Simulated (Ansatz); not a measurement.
# CH3FO+ (doublet): geometry and frequencies at several levels

The task, for CH3FO+ (doublet): geometry and frequencies at several levels. Charge +1. Spin multiplicity 2.

Method: the levels named in each step, in Ansatz 0.2.0.

## (1) The structure to begin with

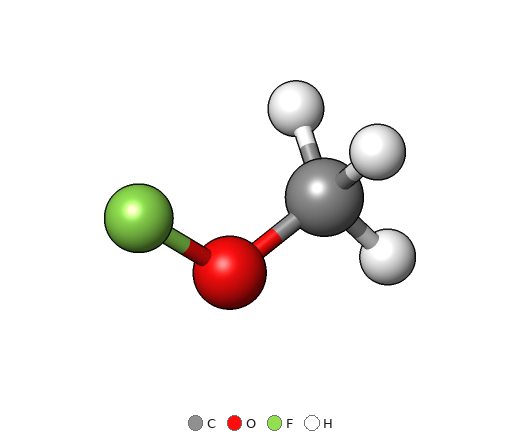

The starting structure, seen from a chosen angle (carbon grey, oxygen red, fluorine green, hydrogen white).

Structure file:

```xyz
6

C    -1.2027   -0.1900   -0.0504
O    -0.0766    0.5026   -0.0533
F     1.0713   -0.2360    0.0847
H    -1.3612   -0.8415    0.8624
H    -2.0053    0.5612   -0.1565
H    -1.2791   -0.9826   -0.8387
```

## (2) A rough first relaxation, PBE-D4/def2-SVP

This run stands in another session on the same molecule. It ended at:

```xyz
6

C    -1.2390   -0.2097   -0.0474
O    -0.0672    0.5281   -0.0472
F     1.0395   -0.2807    0.0786
H    -1.3256   -0.8140    0.9055
H    -2.0341    0.5621   -0.1579
H    -1.2272   -0.9721   -0.8833
```

## (3) Relaxation, HF/STO-3G

input.yaml reads:

```yaml
crystal:
  periodic: [false, false, false]
  atoms:
    - { symbol: C, position_ang: [-1.2389907, -0.20970281, -0.04741805] }
    - { symbol: O, position_ang: [-0.06717558, 0.52812737, -0.0472446] }
    - { symbol: F, position_ang: [1.03945885, -0.28068754, 0.07861488] }
    - { symbol: H, position_ang: [-1.32558372, -0.81403293, 0.90549309] }
    - { symbol: H, position_ang: [-2.0340806, 0.56205232, -0.15792537] }
    - { symbol: H, position_ang: [-1.22721825, -0.97210642, -0.88330994] }
magnetization:
  spin_polarized: true
  initial_magnetization: 1
total_charge: 1
basis:
  gaussian: { orbitals: STO-3G }
hamiltonian:
  xc: hf
relax:
  f_tol: 0.002
  max_steps: 150
```

Command:

```bash
$ ansatz run input.yaml --threads 2 --pin off --max-ram 5120MiB --backend cpu --events-out ev --progress --plain --runs-dir out
```

Standard output, shortened:

```text
Warning: RAYON_NUM_THREADS=2 ignored (pool sized by the plan → 2); use --threads N
[...]
Functional definition: HF
[...]
271 factors; integrals over basis functions are off by at most 6.3e-6 eV
[...]
mean field -5732.65612752 eV, -210.6712269526 hartree, gradient 1.9e-5 eV, S^2 0.818713; 0 other end points of the search recorded, 0 dependent functions left out
[...]
reference -5732.65612752 eV, -210.6712269526 hartree; 13, 12 occupied and 5, 6 virtual orbitals, 271 factors
relax step   1: F+E_penalty+E_count = -5732.65612752 eV  Δ(F+E_penalty+E_count) = +0.000e0 eV  max|allowed force component| = 5.399e0 eV/Å  Δτ_max = 0.0000 Å  (66 SCF iters, accepted)
[...]
relax step   5: F+E_penalty+E_count = -5733.12311238 eV  Δ(F+E_penalty+E_count) = -5.777e-5 eV  max|allowed force component| = 1.318e-2 eV/Å  Δτ_max = 0.0016 Å  (41 SCF iters, accepted)
[...]
relax step   6: F+E_penalty+E_count = -5733.12312050 eV  Δ(F+E_penalty+E_count) = -8.115e-6 eV  max|allowed force component| = 1.233e-3 eV/Å  Δτ_max = 0.0007 Å  (40 SCF iters, accepted)
271 factors; integrals over basis functions are off by at most 5.5e-6 eV
mean field -5733.12312050 eV, -210.6883886278 hartree, gradient 2.2e-5 eV, S^2 0.802557; 1 other end points of the search recorded, 0 dependent functions left out
[...]
reference -5733.12312050 eV, -210.6883886278 hartree; 13, 12 occupied and 5, 6 virtual orbitals, 271 factors
Total energy: -5733.12312050 eV, -210.6883886278 hartree
Atom 0 at    -1.308086    -0.255967    -0.046708 Å, force    -0.000347     0.000261     0.000074 eV/Å
Atom 1 at     0.012230     0.542853    -0.044349 Å, force     0.000626    -0.001155    -0.000024 eV/Å
Atom 2 at     1.082099    -0.286573     0.081527 Å, force     0.000037     0.000202     0.000066 eV/Å
Atom 3 at    -1.332547    -0.774545     0.923991 Å, force     0.000469     0.000261    -0.000548 eV/Å
Atom 4 at    -2.075040     0.523816    -0.157212 Å, force    -0.001233    -0.000003    -0.000046 eV/Å
Atom 5 at    -1.232246    -0.935933    -0.909039 Å, force     0.000448     0.000433     0.000478 eV/Å
Dipole moment:    -0.427775    -0.087960    -0.015030 e Å
```

It took 5.9 s on 2 threads of Intel Xeon at 2.50GHz (Skylake/Cascade Lake), shared host; peak memory 0.11 GiB.

Step by step:

| step | energy from step 1 (eV) | largest force component (eV/Å) |
| --- | --- | --- |
| 1 | 0.0000 | 5.3992 |
| 2 | -0.3744 | 2.1453 |
| 3 | -0.4627 | 0.4775 |
| 4 | -0.4669 | 0.0411 |
| 5 | -0.4670 | 0.0132 |
| 6 | -0.4670 | 0.0012 |

Step 1 is the start.

Before: Bond lengths: C1–O2 1.385 Å, O2–F3 1.376 Å, C1–H4 1.132 Å, C1–H5 1.114 Å, C1–H6 1.131 Å. Angles: C1–O2–F3 111.5°, O2–C1–H4 110.4°, O2–C1–H5 103.6°, O2–C1–H6 110.5°, H4–C1–H5 113.5°, H4–C1–H6 105.3°, H5–C1–H6 113.6°.

After: Bond lengths: C1–O2 1.543 Å, O2–F3 1.360 Å, C1–H4 1.101 Å, C1–H5 1.099 Å, C1–H6 1.101 Å. Angles: C1–O2–F3 111.0°, O2–C1–H4 105.2°, O2–C1–H5 103.3°, O2–C1–H6 105.2°, H4–C1–H5 114.0°, H4–C1–H6 113.7°, H5–C1–H6 114.0°.

## (4) Frequencies, HF/STO-3G

input.yaml reads:

```yaml
crystal:
  periodic: [false, false, false]
  atoms:
    - { symbol: C, position_ang: [-1.30808647, -0.25596733, -0.04670755] }
    - { symbol: O, position_ang: [0.01223004, 0.54285304, -0.04434946] }
    - { symbol: F, position_ang: [1.08209903, -0.28657336, 0.08152727] }
    - { symbol: H, position_ang: [-1.33254725, -0.77454492, 0.92399082] }
    - { symbol: H, position_ang: [-2.07503981, 0.52381552, -0.15721193] }
    - { symbol: H, position_ang: [-1.23224555, -0.93593296, -0.90903915] }
magnetization:
  spin_polarized: true
  initial_magnetization: 1
total_charge: 1
basis:
  gaussian: { orbitals: STO-3G }
hamiltonian:
  xc: hf
phonons: {}
```

Command:

```bash
$ ansatz run input.yaml --threads 2 --pin off --max-ram 5120MiB --backend cpu --events-out ev --progress --plain --runs-dir out
```

Standard output, shortened:

```text
Warning: RAYON_NUM_THREADS=2 ignored (pool sized by the plan → 2); use --threads N
[...]
[... 1 set-up line as earlier in the session ...]
[...]
270 factors; integrals over basis functions are off by at most 5.7e-6 eV
[...]
mean field -5733.12311655 eV, -210.6883884826 hartree, gradient 1.9e-5 eV, S^2 0.802558; 0 other end points of the search recorded, 0 dependent functions left out
[...]
reference -5733.12311655 eV, -210.6883884826 hartree; 13, 12 occupied and 5, 6 virtual orbitals, 270 factors
[...]
270 factors; integrals over basis functions are off by at most 5.7e-6 eV
mean field -5733.12294658 eV, -210.6883822366 hartree, gradient 7.4e-6 eV, S^2 0.802477; 0 other end points of the search recorded, 0 dependent functions left out
[...]
reference -5733.12294658 eV, -210.6883822366 hartree; 13, 12 occupied and 5, 6 virtual orbitals, 270 factors
[...]
270 factors; integrals over basis functions are off by at most 5.7e-6 eV
[...]
mean field -5733.12302248 eV, -210.6883850258 hartree, gradient 7.4e-6 eV, S^2 0.802556; 0 other end points of the search recorded, 0 dependent functions left out
[...]
reference -5733.12302248 eV, -210.6883850258 hartree; 13, 12 occupied and 5, 6 virtual orbitals, 270 factors
Total energy: -5733.12311655 eV, -210.6883884826 hartree
Atom 0 at    -1.308086    -0.255967    -0.046708 Å, force    -0.000364     0.000252     0.000074 eV/Å
Atom 1 at     0.012230     0.542853    -0.044349 Å, force     0.000638    -0.001142    -0.000023 eV/Å
Atom 2 at     1.082099    -0.286573     0.081527 Å, force     0.000045     0.000201     0.000066 eV/Å
Atom 3 at    -1.332547    -0.774545     0.923991 Å, force     0.000468     0.000260    -0.000548 eV/Å
Atom 4 at    -2.075040     0.523816    -0.157212 Å, force    -0.001234    -0.000003    -0.000046 eV/Å
Atom 5 at    -1.232246    -0.935933    -0.909039 Å, force     0.000447     0.000432     0.000477 eV/Å
Dipole moment:    -0.427776    -0.087960    -0.015030 e Å
Vibrations: 49.99 404.79 922.39 1084.63 1157.82 1300.89 1577.77 1624.59 1632.42 3508.38 3697.32 3715.96 cm⁻¹, zero-point energy 1.281808 eV
```

Run time: 13 s. Hardware: 2 threads of Intel Xeon at 2.50GHz (Skylake/Cascade Lake), shared host; peak memory 0.08 GiB.

Harmonic frequencies (cm⁻¹; negative: imaginary): 50, 405, 922, 1085, 1158, 1301, 1578, 1625, 1632, 3508, 3697, 3716.

## (5) Relaxation, HF/6-31G*

input.yaml reads:

```yaml
crystal:
  periodic: [false, false, false]
  atoms:
    - { symbol: C, position_ang: [-1.2389907, -0.20970281, -0.04741805] }
    - { symbol: O, position_ang: [-0.06717558, 0.52812737, -0.0472446] }
    - { symbol: F, position_ang: [1.03945885, -0.28068754, 0.07861488] }
    - { symbol: H, position_ang: [-1.32558372, -0.81403293, 0.90549309] }
    - { symbol: H, position_ang: [-2.0340806, 0.56205232, -0.15792537] }
    - { symbol: H, position_ang: [-1.22721825, -0.97210642, -0.88330994] }
magnetization:
  spin_polarized: true
  initial_magnetization: 1
total_charge: 1
basis:
  gaussian: { orbitals: "6-31G*" }
hamiltonian:
  xc: hf
relax:
  f_tol: 0.002
  max_steps: 150
```

Command:

```bash
$ ansatz run input.yaml --threads 2 --pin off --max-ram 5120MiB --backend cpu --events-out ev --progress --plain --runs-dir out
```

Standard output, shortened:

```text
Warning: RAYON_NUM_THREADS=2 ignored (pool sized by the plan → 2); use --threads N
[...]
[... 1 set-up line as earlier in the session ...]
[...]
542 factors; integrals over basis functions are off by at most 3.8e-4 eV
[...]
mean field -5806.30496356 eV, -213.3777717558 hartree, gradient 3.8e-5 eV, S^2 0.852151; 0 other end points of the search recorded, 0 dependent functions left out
[...]
reference -5806.30496356 eV, -213.3777717558 hartree; 13, 12 occupied and 38, 39 virtual orbitals, 542 factors
relax step   1: F+E_penalty+E_count = -5806.30496356 eV  Δ(F+E_penalty+E_count) = +0.000e0 eV  max|allowed force component| = 2.897e0 eV/Å  Δτ_max = 0.0000 Å  (76 SCF iters, accepted)
[...]
relax step   7: F+E_penalty+E_count = -5806.62156237 eV  Δ(F+E_penalty+E_count) = -4.977e-5 eV  max|allowed force component| = 3.959e-3 eV/Å  Δτ_max = 0.0016 Å  (35 SCF iters, accepted)
[...]
542 factors; integrals over basis functions are off by at most 3.4e-4 eV
mean field -5806.62156346 eV, -213.3894065877 hartree, gradient 2.8e-5 eV, S^2 0.770093; 1 other end points of the search recorded, 0 dependent functions left out
[...]
reference -5806.62156346 eV, -213.3894065877 hartree; 13, 12 occupied and 38, 39 virtual orbitals, 542 factors
Total energy: -5806.62156346 eV, -213.3894065877 hartree
Atom 0 at    -1.305266    -0.260900    -0.046288 Å, force    -0.000092     0.000216     0.000280 eV/Å
Atom 1 at    -0.003751     0.523844    -0.044783 Å, force     0.000400     0.000089    -0.000271 eV/Å
Atom 2 at     1.010751    -0.283003     0.078842 Å, force    -0.000267     0.000077     0.000158 eV/Å
Atom 3 at    -1.307193    -0.763907     0.908973 Å, force     0.000021    -0.000252    -0.000084 eV/Å
Atom 4 at    -2.038266     0.519970    -0.154386 Å, force    -0.000042    -0.000011    -0.000006 eV/Å
Atom 5 at    -1.209865    -0.922355    -0.894148 Å, force    -0.000019    -0.000119    -0.000077 eV/Å
Dipole moment:    -0.606673    -0.072742    -0.025961 e Å
```

It took 12 s on 2 threads of Intel Xeon at 2.50GHz (Skylake/Cascade Lake), shared host; peak memory 0.12 GiB.

Relaxation path:

| step | energy from step 1 (eV) | largest force component (eV/Å) |
| --- | --- | --- |
| 1 | 0.0000 | 2.8973 |
| 2 | -0.1771 | 2.1559 |
| 3 | -0.3027 | 0.4981 |
| 4 | -0.3153 | 0.1956 |
| 5 | -0.3164 | 0.0308 |
| 6 | -0.3165 | 0.0384 |
| 7 | -0.3166 | 0.0040 |
| 8 | -0.3166 | 0.0004 |

Step 1 is the start.

Before: Bond lengths: C1–O2 1.385 Å, O2–F3 1.376 Å, C1–H4 1.132 Å, C1–H5 1.114 Å, C1–H6 1.131 Å. Angles: C1–O2–F3 111.5°, O2–C1–H4 110.4°, O2–C1–H5 103.6°, O2–C1–H6 110.5°, H4–C1–H5 113.5°, H4–C1–H6 105.3°, H5–C1–H6 113.6°.

After: Bond lengths: C1–O2 1.520 Å, O2–F3 1.302 Å, C1–H4 1.080 Å, C1–H5 1.076 Å, C1–H6 1.080 Å. Angles: C1–O2–F3 110.3°, O2–C1–H4 104.0°, O2–C1–H5 102.0°, O2–C1–H6 104.0°, H4–C1–H5 115.2°, H4–C1–H6 114.2°, H5–C1–H6 115.2°.

## (6) Frequencies, HF/6-31G*

input.yaml reads:

```yaml
crystal:
  periodic: [false, false, false]
  atoms:
    - { symbol: C, position_ang: [-1.30526572, -0.26089987, -0.0462885] }
    - { symbol: O, position_ang: [-0.00375072, 0.52384445, -0.04478253] }
    - { symbol: F, position_ang: [1.01075069, -0.28300276, 0.07884156] }
    - { symbol: H, position_ang: [-1.30719326, -0.76390674, 0.90897311] }
    - { symbol: H, position_ang: [-2.03826606, 0.5199701, -0.1543858] }
    - { symbol: H, position_ang: [-1.20986493, -0.9223552, -0.89414783] }
magnetization:
  spin_polarized: true
  initial_magnetization: 1
total_charge: 1
basis:
  gaussian: { orbitals: "6-31G*" }
hamiltonian:
  xc: hf
phonons: {}
```

Command:

```bash
$ ansatz run input.yaml --threads 2 --pin off --max-ram 5120MiB --backend cpu --events-out ev --progress --plain --runs-dir out
```

Standard output, shortened:

```text
Warning: RAYON_NUM_THREADS=2 ignored (pool sized by the plan → 2); use --threads N
[...]
[... 1 set-up line as earlier in the session ...]
[...]
540 factors; integrals over basis functions are off by at most 3.4e-4 eV
[...]
mean field -5806.62156546 eV, -213.3894066614 hartree, gradient 2.7e-5 eV, S^2 0.770093; 0 other end points of the search recorded, 0 dependent functions left out
[...]
reference -5806.62156546 eV, -213.3894066614 hartree; 13, 12 occupied and 38, 39 virtual orbitals, 540 factors
[...]
540 factors; integrals over basis functions are off by at most 3.5e-4 eV
[...]
mean field -5806.62144772 eV, -213.3894023344 hartree, gradient 2.8e-6 eV, S^2 0.770085; 0 other end points of the search recorded, 0 dependent functions left out
[...]
reference -5806.62144772 eV, -213.3894023344 hartree; 13, 12 occupied and 38, 39 virtual orbitals, 540 factors
[...]
540 factors; integrals over basis functions are off by at most 3.4e-4 eV
[...]
reference -5806.62148592 eV, -213.3894037382 hartree; 13, 12 occupied and 38, 39 virtual orbitals, 540 factors
Total energy: -5806.62156546 eV, -213.3894066614 hartree
Atom 0 at    -1.305266    -0.260900    -0.046289 Å, force    -0.000090     0.000222     0.000284 eV/Å
Atom 1 at    -0.003751     0.523844    -0.044783 Å, force     0.000425     0.000068    -0.000272 eV/Å
Atom 2 at     1.010751    -0.283003     0.078842 Å, force    -0.000290     0.000094     0.000156 eV/Å
Atom 3 at    -1.307193    -0.763907     0.908973 Å, force     0.000019    -0.000253    -0.000084 eV/Å
Atom 4 at    -2.038266     0.519970    -0.154386 Å, force    -0.000044    -0.000012    -0.000006 eV/Å
Atom 5 at    -1.209865    -0.922355    -0.894148 Å, force    -0.000019    -0.000119    -0.000078 eV/Å
Dipole moment:    -0.606673    -0.072742    -0.025961 e Å
Vibrations: 122.47 424.25 636.27 1092.97 1121.12 1303.24 1542.03 1559.84 1562.95 3252.87 3392.59 3429.44 cm⁻¹, zero-point energy 1.205129 eV
```

It took 26 s on 2 threads of Intel Xeon at 2.50GHz (Skylake/Cascade Lake), shared host; peak memory 0.1 GiB.

Harmonic frequencies (cm⁻¹; negative: imaginary): 122, 424, 636, 1093, 1121, 1303, 1542, 1560, 1563, 3253, 3393, 3429.

## (7) Relaxation, LDA/def2-SVP

input.yaml reads:

```yaml
crystal:
  periodic: [false, false, false]
  atoms:
    - { symbol: C, position_ang: [-1.2389907, -0.20970281, -0.04741805] }
    - { symbol: O, position_ang: [-0.06717558, 0.52812737, -0.0472446] }
    - { symbol: F, position_ang: [1.03945885, -0.28068754, 0.07861488] }
    - { symbol: H, position_ang: [-1.32558372, -0.81403293, 0.90549309] }
    - { symbol: H, position_ang: [-2.0340806, 0.56205232, -0.15792537] }
    - { symbol: H, position_ang: [-1.22721825, -0.97210642, -0.88330994] }
magnetization:
  spin_polarized: true
  initial_magnetization: 1
total_charge: 1
basis:
  gaussian: { orbitals: def2-SVP }
hamiltonian:
  xc: lda
relax:
  f_tol: 0.002
  max_steps: 150
```

Command:

```bash
$ ansatz run input.yaml --threads 2 --pin off --max-ram 5120MiB --backend cpu --events-out ev --progress --plain --runs-dir out
```

Standard output, shortened:

```text
Warning: RAYON_NUM_THREADS=2 ignored (pool sized by the plan → 2); use --threads N
[...]
Functional definition: SPW92
[...]
623 factors; their error is unknown
[...]
mean field -5788.69014313 eV, -212.7304390451 hartree, gradient 1.3e-5 eV, S^2 0.751362; 0 other end points of the search recorded, 0 dependent functions left out
[...]
reference -5788.69015926 eV, -212.7304396377 hartree; 13, 12 occupied and 44, 45 virtual orbitals, 623 factors
relax step   1: F+E_penalty+E_count = -5788.69014313 eV  Δ(F+E_penalty+E_count) = +0.000e0 eV  max|allowed force component| = 9.875e-1 eV/Å  Δτ_max = 0.0000 Å  (28 SCF iters, accepted)
[...]
relax step   5: F+E_penalty+E_count = -5788.72060589 eV  Δ(F+E_penalty+E_count) = -5.248e-5 eV  max|allowed force component| = 4.352e-3 eV/Å  Δτ_max = 0.0019 Å  (24 SCF iters, accepted)
[...]
relax step   6: F+E_penalty+E_count = -5788.72060629 eV  Δ(F+E_penalty+E_count) = -4.033e-7 eV  max|allowed force component| = 6.883e-4 eV/Å  Δτ_max = 0.0001 Å  (20 SCF iters, accepted)
623 factors; their error is unknown
[...]
mean field -5788.72060629 eV, -212.7315585454 hartree, gradient 1.2e-5 eV, S^2 0.751299; 1 other end points of the search recorded, 0 dependent functions left out
[...]
reference -5788.72062240 eV, -212.7315591375 hartree; 13, 12 occupied and 44, 45 virtual orbitals, 623 factors
Total energy: -5788.72062240 eV, -212.7315591375 hartree
Atom 0 at    -1.221680    -0.195520    -0.047770 Å, force     0.000539    -0.000173     0.000066 eV/Å
Atom 1 at    -0.072674     0.520028    -0.046904 Å, force    -0.000688     0.000109    -0.000057 eV/Å
Atom 2 at     1.011347    -0.277532     0.076807 Å, force     0.000207    -0.000225     0.000035 eV/Å
Atom 3 at    -1.319431    -0.822201     0.899031 Å, force    -0.000016     0.000075     0.000009 eV/Å
Atom 4 at    -2.029554     0.567833    -0.158113 Å, force    -0.000023     0.000143    -0.000017 eV/Å
Atom 5 at    -1.221596    -0.978959    -0.874842 Å, force    -0.000018     0.000072    -0.000037 eV/Å
Dipole moment:    -0.724080    -0.233798    -0.017613 e Å
```

Wall time 7.5 s (2 threads of Intel Xeon at 2.50GHz (Skylake/Cascade Lake), shared host); peak memory 0.14 GiB.

Step by step:

```
step  energy from step 1 (eV)  largest force component (eV/Å)
   1                   0.0000                          0.9875
   2                  -0.0221                          0.5502
   3                  -0.0302                          0.0617
   4                  -0.0304                          0.0257
   5                  -0.0305                          0.0044
   6                  -0.0305                          0.0007
```

Step 1 is the start.

Before: Bond lengths: C1–O2 1.385 Å, O2–F3 1.376 Å, C1–H4 1.132 Å, C1–H5 1.114 Å, C1–H6 1.131 Å. Angles: C1–O2–F3 111.5°, O2–C1–H4 110.4°, O2–C1–H5 103.6°, O2–C1–H6 110.5°, H4–C1–H5 113.5°, H4–C1–H6 105.3°, H5–C1–H6 113.6°.

After: Bond lengths: C1–O2 1.354 Å, O2–F3 1.351 Å, C1–H4 1.140 Å, C1–H5 1.117 Å, C1–H6 1.139 Å. Angles: C1–O2–F3 111.7°, O2–C1–H4 111.3°, O2–C1–H5 104.6°, O2–C1–H6 111.3°, H4–C1–H5 113.3°, H4–C1–H6 103.0°, H5–C1–H6 113.5°.

## (8) Frequencies, LDA/def2-SVP

input.yaml reads:

```yaml
crystal:
  periodic: [false, false, false]
  atoms:
    - { symbol: C, position_ang: [-1.2216805, -0.19551975, -0.04776967] }
    - { symbol: O, position_ang: [-0.0726743, 0.52002807, -0.04690396] }
    - { symbol: F, position_ang: [1.01134657, -0.27753159, 0.07680746] }
    - { symbol: H, position_ang: [-1.31943147, -0.82220134, 0.89903101] }
    - { symbol: H, position_ang: [-2.02955387, 0.5678335, -0.15811272] }
    - { symbol: H, position_ang: [-1.22159643, -0.97895891, -0.87484211] }
magnetization:
  spin_polarized: true
  initial_magnetization: 1
total_charge: 1
basis:
  gaussian: { orbitals: def2-SVP }
hamiltonian:
  xc: lda
phonons: {}
```

Command:

```bash
$ ansatz run input.yaml --threads 2 --pin off --max-ram 5120MiB --backend cpu --events-out ev --progress --plain --runs-dir out
```

Standard output, shortened:

```text
Warning: RAYON_NUM_THREADS=2 ignored (pool sized by the plan → 2); use --threads N
[...]
[... 1 set-up line as earlier in the session ...]
[...]
623 factors; their error is unknown
[...]
mean field -5788.72060628 eV, -212.7315585449 hartree, gradient 8.6e-6 eV, S^2 0.751299; 0 other end points of the search recorded, 0 dependent functions left out
[...]
reference -5788.72062239 eV, -212.7315591370 hartree; 13, 12 occupied and 44, 45 virtual orbitals, 623 factors
[...]
623 factors; their error is unknown
mean field -5788.72046016 eV, -212.7315531751 hartree, gradient 1.6e-6 eV, S^2 0.751298; 0 other end points of the search recorded, 0 dependent functions left out
[...]
reference -5788.72047627 eV, -212.7315537671 hartree; 13, 12 occupied and 44, 45 virtual orbitals, 623 factors
[...]
623 factors; their error is unknown
[...]
reference -5788.72057564 eV, -212.7315574190 hartree; 13, 12 occupied and 44, 45 virtual orbitals, 623 factors
Total energy: -5788.72062239 eV, -212.7315591370 hartree
Atom 0 at    -1.221680    -0.195520    -0.047770 Å, force     0.000539    -0.000172     0.000066 eV/Å
Atom 1 at    -0.072674     0.520028    -0.046904 Å, force    -0.000687     0.000108    -0.000057 eV/Å
Atom 2 at     1.011347    -0.277532     0.076807 Å, force     0.000206    -0.000225     0.000036 eV/Å
Atom 3 at    -1.319431    -0.822201     0.899031 Å, force    -0.000016     0.000074     0.000009 eV/Å
Atom 4 at    -2.029554     0.567833    -0.158113 Å, force    -0.000023     0.000143    -0.000017 eV/Å
Atom 5 at    -1.221596    -0.978959    -0.874842 Å, force    -0.000018     0.000072    -0.000037 eV/Å
Dipole moment:    -0.724081    -0.233798    -0.017613 e Å
Vibrations: 15.35 480.64 885.92 941.49 1036.98 1077.86 1149.94 1183.96 1323.65 2743.97 2750.83 3036.29 cm⁻¹, zero-point energy 1.030735 eV
```

It took 25 s on 2 threads of Intel Xeon at 2.50GHz (Skylake/Cascade Lake), shared host; peak memory 0.1 GiB.

Harmonic frequencies (cm⁻¹; negative: imaginary): 15, 481, 886, 941, 1037, 1078, 1150, 1184, 1324, 2744, 2751, 3036.

(Part 1 of 2 ends here.)
